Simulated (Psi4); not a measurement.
# AlH3S (SMILES [AlH2][SH]) at B3LYP/6-31G(d) (Cartesian functions)

What is the energy change on altering one bond length of AlH3S at B3LYP/6-31G* (Cartesian functions)? 

The calculation is run with Psi4 1.11.

3 further runs of the same task are left out: 1 that didn't finish, 2 set aside as unsound or not needed. Runs told in other sessions of the task aren't counted.

## Step 1: The structure to begin with

AlH3S has 5 atoms, charge 0, and is taken as a singlet. As SMILES, `[AlH2][SH]`. The coordinates come from a PBE0-D4/def2-TZVP relaxation.

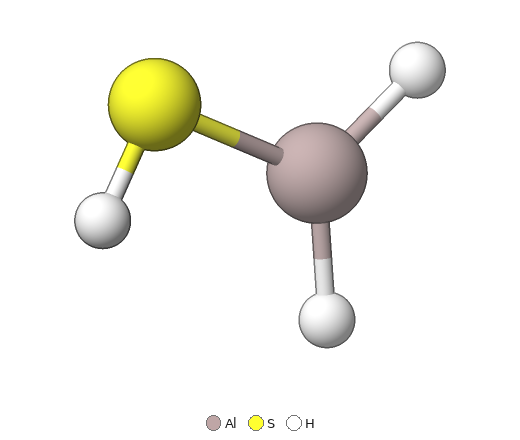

Viewed from a chosen angle; aluminium light grey, sulfur yellow, hydrogen white.

## Step 2: Energy and forces at B3LYP/6-31G(d) (Cartesian functions)

Contents of calc.inp:

```
memory 1.6 GB

molecule {
  0 1
  Al    -0.616100    -0.064200    -0.181700
  S      1.129100    -0.343100     1.096600
  H     -1.981700    -0.650100     0.351100
  H     -0.441100     0.696000    -1.556400
  H      1.959700     0.287800     0.249000
  units angstrom
  symmetry c1
  no_reorient
  no_com
}

set basis 6-31G*
set reference rks
set puream false
set e_convergence 1e-09
set d_convergence 1e-08
set scf_type pk
set dft_radial_points 99
set dft_spherical_points 590

gradient('b3lyp')
```

Command:

```sh
psi4 -n 1 calc.inp calc.out
```

calc.out:

```text
[...]
  Running in c1 symmetry.
[...]
  Nuclear repulsion =   73.814899731463512
[...]
  Multiplicity = 1
[...]
  Nalpha       = 16
  Nbeta        = 16
[...]
    Number of basis functions: 44
[...]
   @RKS iter   1:  -642.38464314689054   -3.32537e-01   7.13856e-03 ADIIS/DIIS
[...]
   @RKS iter  10:  -642.45387206864075   -1.59162e-12   3.21908e-09 DIIS
[...]
    Orbital Energies [Eh]
    ---------------------
    Doubly Occupied:
       1A    -88.871574     2A    -56.066464     3A     -7.937927
       4A     -5.901826     5A     -5.897209     6A     -5.894850
       7A     -4.155702     8A     -2.712696     9A     -2.707116
      10A     -2.705003    11A     -0.728451    12A     -0.438079
      13A     -0.398920    14A     -0.318738    15A     -0.307898
      16A     -0.275817
[...]
  @RKS Final Energy:  -642.45387206864075
   => Energetics <=
    Nuclear Repulsion Energy =             73.8148997314635125
    One-Electron Energy =               -1035.8056695339234921
    Two-Electron Energy =                 356.1772308421122375
    DFT Exchange-Correlation Energy =     -36.6403331082929498
    Empirical Dispersion Energy =           0.0000000000000000
    VV10 Nonlocal Energy =                  0.0000000000000000
    Total Energy =                       -642.4538720686407487
[...]
 Multipole Moments:
 ------------------------------------------------------------------------------------
     Multipole            Electronic (a.u.)      Nuclear  (a.u.)        Total (a.u.)
 ------------------------------------------------------------------------------------
 L = 1.  Multiply by 2.5417464519 to convert [e a0] to [Debye]
 Dipole X            :        -18.1665722           18.1285207           -0.0380515
 Dipole Y            :         11.5455231          -11.3204044            0.2251188
 Dipole Z            :        -27.3308713           26.8855115           -0.4453598
 Magnitude           :                                                    0.5004715
[...]
  -Total Gradient:
     Atom            X                  Y                   Z
    ------   -----------------  -----------------  -----------------
       1        0.004633086614     0.000162745300     0.001679305695
       2       -0.000938677007     0.001770008526    -0.003778088445
       3        0.000584606776     0.000264266531    -0.000256743560
       4       -0.000503472844    -0.000474413499     0.000686353122
       5       -0.003775199981    -0.001723021842     0.001670109156
[...]
```

Wall time 8.1 s (1 thread of AMD EPYC 7R32 (Zen 2), shared host); peak memory 0.54 GiB.

## Step 3: The distorted shape, same level

Contents of job.json:

```json
{
 "schema_name": "qcschema_input",
 "schema_version": 1,
 "molecule": {
  "schema_name": "qcschema_molecule",
  "schema_version": 2,
  "symbols": ["Al", "S", "H", "H", "H"],
  "geometry": [1.93239425, 1.20727421, -1.5515483, 5.23034428, 0.6802296, 0.86408861, -3.74487026, -1.22851095, 0.66348284, 2.26309632, 2.64384401, -4.1493548, 6.7999508, 1.87245781, -0.73764325],
  "molecular_charge": 0,
  "molecular_multiplicity": 1,
  "fix_symmetry": "c1"
 },
 "driver": "gradient",
 "model": {
  "method": "b3lyp",
  "basis": "6-31G*"
 },
 "keywords": {
  "reference": "rks",
  "puream": false,
  "e_convergence": 1e-09,
  "d_convergence": 1e-08,
  "scf_type": "pk",
  "dft_radial_points": 99,
  "dft_spherical_points": 590
 }
}
```

Command:

```sh
psi4 --qcschema job.json -n 1 --memory 1600MB
```

stdout:

```text
[...]
  Running in c1 symmetry.
[...]
  Nuclear repulsion =   70.433047557429987
[...]
  Multiplicity = 1
[...]
  Nalpha       = 16
  Nbeta        = 16
[...]
    Number of basis functions: 44
[...]
   @RKS iter   1:  -642.23744879945230   -3.05820e-01   7.05595e-03 ADIIS/DIIS
[...]
   @RKS iter  11:  -642.30466001718571   -8.07177e-12   3.91140e-09 DIIS
[...]
    Orbital Energies [Eh]
    ---------------------
    Doubly Occupied:
       1A    -88.895405     2A    -56.124851     3A     -7.961506
       4A     -5.925358     5A     -5.921059     6A     -5.918147
       7A     -4.207387     8A     -2.763153     9A     -2.759885
      10A     -2.757112    11A     -0.750996    12A     -0.450966
      13A     -0.416432    14A     -0.331769    15A     -0.296007
      16A     -0.219070
[...]
  @RKS Final Energy:  -642.30466001718571
   => Energetics <=
    Nuclear Repulsion Energy =             70.4330475574299868
    One-Electron Energy =               -1028.0663622668371318
    Two-Electron Energy =                 351.8466040583699055
    DFT Exchange-Correlation Energy =     -36.5179493661485282
    Empirical Dispersion Energy =           0.0000000000000000
    VV10 Nonlocal Energy =                  0.0000000000000000
    Total Energy =                       -642.3046600171858245
[...]
 Multipole Moments:
 ------------------------------------------------------------------------------------
     Multipole            Electronic (a.u.)      Nuclear  (a.u.)        Total (a.u.)
 ------------------------------------------------------------------------------------
 L = 1.  Multiply by 2.5417464519 to convert [e a0] to [Debye]
 Dipole X            :          2.8694504           -1.9045003            0.9649501
 Dipole Y            :          0.5002610            0.1074264            0.6076874
 Dipole Z            :          0.2741955           -1.0199107           -0.7457152
 Magnitude           :                                                    1.3625358
[...]
  -Total Gradient:
     Atom            X                  Y                   Z
    ------   -----------------  -----------------  -----------------
       1        0.022633253519     0.009266652618    -0.007981221234
       2        0.001309116007     0.004358774188    -0.007751738081
       3       -0.023771206354    -0.010211130542     0.009297433618
       4        0.002578076138    -0.000740289828     0.002513083518
       5       -0.002748056491    -0.002672306579     0.003919708143
[...]
```

The result, in JSON:

```text
{
 "driver": "gradient",
 "model": {
  "method": "b3lyp",
  "basis": "6-31G*"
 },
 "success": true,
 "return_result": [0.02263325351906234, 0.009266652618343703, -0.007981221233594401, 0.001309116007092874, 0.004358774188415224, -0.0077517380809463965, -0.023771206354162314, -0.010211130542317938, 0.009297433617731752, 0.002578076137543288, -0.0007402898284040033, 0.002513083517833206, -0.0027480564914636185, -0.002672306579083933, 0.003919708142812686],
 "properties": {
  "calcinfo_nbasis": 44,
  "calcinfo_nmo": 44,
  "calcinfo_nalpha": 16,
  "calcinfo_nbeta": 16,
  "calcinfo_natom": 5,
  "nuclear_repulsion_energy": 70.43304755742999,
  "return_energy": -642.3046600171857,
  "return_gradient": [0.02263325351906234, 0.009266652618343703, -0.007981221233594401, 0.001309116007092874, 0.004358774188415224, -0.0077517380809463965, -0.023771206354162314, -0.010211130542317938, 0.009297433617731752, 0.002578076137543288, -0.0007402898284040033, 0.002513083517833206, -0.0027480564914636185, -0.002672306579083933, 0.003919708142812686],
  "scf_one_electron_energy": -1028.0663622668371,
  "scf_two_electron_energy": 351.8466040583699,
  "scf_xc_energy": -36.51794936614853,
  "scf_dipole_moment": [0.9649501028655303, 0.6076874227403564, -0.7457152261870701],
  "scf_total_energy": -642.3046600171857,
  "scf_total_gradient": [0.02263325351906234, 0.009266652618343703, -0.007981221233594401, 0.001309116007092874, 0.004358774188415224, -0.0077517380809463965, -0.023771206354162314, -0.010211130542317938, 0.009297433617731752, 0.002578076137543288, -0.0007402898284040033, 0.002513083517833206, -0.0027480564914636185, -0.002672306579083933, 0.003919708142812686],
  "scf_iterations": 11
 }
}
```

Wall time 8.4 s (1 thread of AMD EPYC 7R32 (Zen 2), shared host); peak memory 0.52 GiB.

## Step 4: Summary of results

At B3LYP/6-31G* (Cartesian functions):

```
                                                          quantity          value
                                         first shape: total energy  -642.45387 Eh
                                        first shape: dipole moment         1.27 D
                                          first shape: HOMO energy       -7.51 eV
                                          first shape: LUMO energy       -1.59 eV
                                        first shape: HOMO–LUMO gap        5.92 eV
                             first shape: largest force on an atom     0.254 eV/Å
                                     distorted shape: total energy  -642.30466 Eh
                                    distorted shape: dipole moment         3.46 D
                                      distorted shape: HOMO energy       -5.96 eV
                                      distorted shape: LUMO energy       -3.63 eV
                                    distorted shape: HOMO–LUMO gap        2.33 eV
                         distorted shape: largest force on an atom     1.414 eV/Å
energy change with the Al1–H3 bond stretched from 1.579 to 3.473 Å       4.060 eV
```

In words: One bond (distorted shape) is far stretched, which a spin-restricted single reference describes badly; a broken-symmetry solution may lie lower. With the Al1–H3 bond stretched from 1.579 to 3.473 Å the energy rises by 4.06 eV (392 kJ/mol). The first shape isn't relaxed at this level, so the change isn't measured from a minimum. A restricted reference can't describe the breaking bond well at this length. The largest force (first shape) is 0.25 eV/Å: the shape isn't a stationary point for this species at this level.
